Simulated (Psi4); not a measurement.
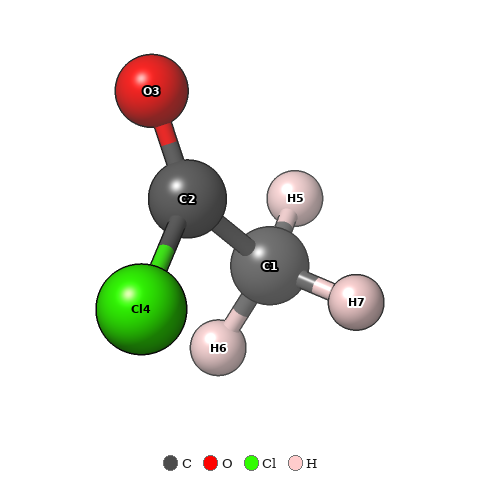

Structure of C₂H₃ClO, SMILES CC(=O)Cl.

Unscaled harmonic wavenumbers and double-harmonic intensities, BLYP/6-31G(d), Psi4, at a geometry relaxed at this level, isolated molecule. Modes within 2 cm⁻¹ of each other count as one line, with their intensities summed.

**Predict the infrared spectrum.**

The most intense lines lie at 1849.2 cm⁻¹ (262.6 km/mol), 1085.9 cm⁻¹ (120.8 km/mol) and 568.9 cm⁻¹ (119.2 km/mol). It has no imaginary mode, so it is a minimum.

| cm⁻¹ | km/mol |
| --- | --- |
| 129.7 | 0.3 |
| 327.4 | 2.7 |
| 393.4 | 29.7 |
| 492.4 | 1.5 |
| 568.9 | 119.2 |
| 927.3 | 75.8 |
| 1026.9 | 3.9 |
| 1085.9 | 120.8 |
| 1371.4 | 18.7 |
| 1455.6 (×2) | 23.4 |
| 1849.2 | 262.6 |
| 2995.9 | 0.6 |
| 3063.2 | 0.8 |
| 3089.2 | 7.2 |

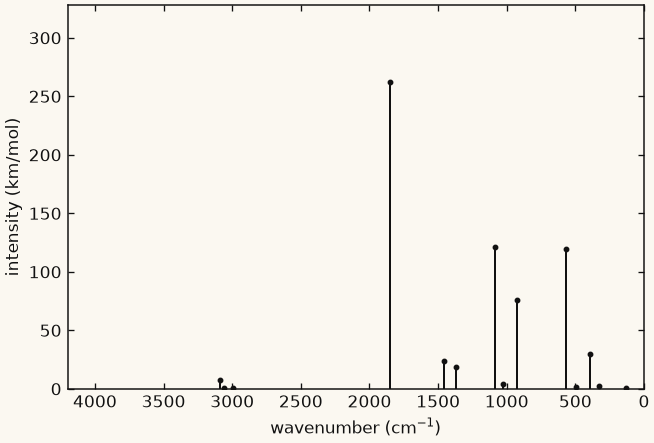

Caveats: double-zeta basis.
